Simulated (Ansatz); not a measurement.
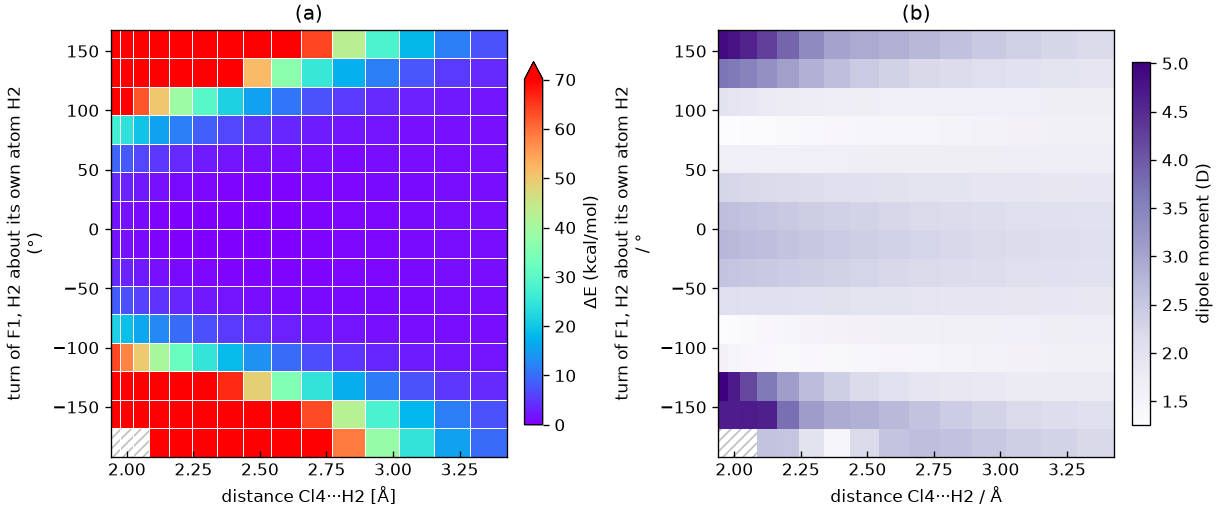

The pair FH···Cl₂. The turn is about an axis along (0.97, 0.25, 0.05) in the frame of the relaxed pair, normal to the line between the partners. First axis: distance Cl4···H2. Second axis: turn of F1, H2 about its own atom H2. The scan uses a 15 × 15 grid. At 3 points there is no value (left out of the scan, as a rule where atoms come close). Points are written as (first, second). Energies are in kcal/mol, from the lowest grid point. The calculation used RKS PBE0-D4/def2-TZVPD (Ansatz 0.2.0).

Panel (a) is the energy; panel (b) is the computed dipole moment, in D.

In the figure: one coloured cell a grid point, one colour for all values above the top of the scale, hatched blanks where no value was computed.

How does the dipole moment vary over the map, and what is it at the lowest grid point?

Answer. Leaving out the highest fifth of the energies, it runs from 1.26 D at (1.958 Å, 84°) to 2.75 D at (1.958 Å, −12°). At the lowest grid point, (2.385 Å, −12°), it is 2.44 D.

```tsv
second ↓, first →	1.958	1.993	2.050	2.120	2.200	2.289	2.385	2.488	2.597	2.712	2.832	2.957	3.086	3.220	3.358
156	4.89	4.78	4.58	4.28	3.87	3.38	3.03	2.93	2.85	2.73	2.59	2.47	2.36	2.26	2.19
132	3.69	3.63	3.49	3.30	3.07	2.83	2.62	2.46	2.33	2.22	2.14	2.07	2.02	1.98	1.95
108	2.00	1.95	1.89	1.83	1.78	1.74	1.72	1.70	1.69	1.69	1.69	1.69	1.70	1.70	1.71
84	1.26	1.27	1.30	1.33	1.36	1.40	1.43	1.46	1.49	1.52	1.54	1.57	1.59	1.61	1.63
60	1.68	1.68	1.69	1.69	1.69	1.69	1.69	1.70	1.70	1.70	1.71	1.71	1.71	1.72	1.73
36	2.26	2.24	2.22	2.19	2.15	2.12	2.08	2.05	2.02	1.99	1.96	1.94	1.92	1.91	1.89
12	2.64	2.61	2.57	2.52	2.47	2.41	2.36	2.30	2.25	2.20	2.16	2.12	2.09	2.05	2.03
−12	2.75	2.72	2.68	2.62	2.56	2.50	2.44	2.38	2.33	2.28	2.23	2.18	2.14	2.11	2.08
−36	2.57	2.55	2.51	2.47	2.42	2.37	2.32	2.28	2.23	2.19	2.15	2.11	2.08	2.05	2.02
−60	2.07	2.07	2.06	2.05	2.04	2.02	2.00	1.99	1.97	1.95	1.93	1.92	1.90	1.89	1.88
−84	1.26	1.30	1.36	1.42	1.48	1.52	1.56	1.60	1.62	1.65	1.66	1.68	1.69	1.70	1.71
−108	1.59	1.51	1.43	1.38	1.36	1.37	1.40	1.44	1.48	1.51	1.54	1.57	1.60	1.62	1.64
−132	5.02	4.70	4.19	3.62	3.10	2.68	2.38	2.17	2.03	1.94	1.88	1.84	1.81	1.80	1.79
−156	4.65	4.66	4.67	4.64	3.75	3.11	2.91	2.83	2.71	2.56	2.42	2.30	2.20	2.12	2.06
−180	–	–	–	2.57	2.55	2.00	1.50	2.20	2.55	2.63	2.59	2.49	2.39	2.30	2.22
```
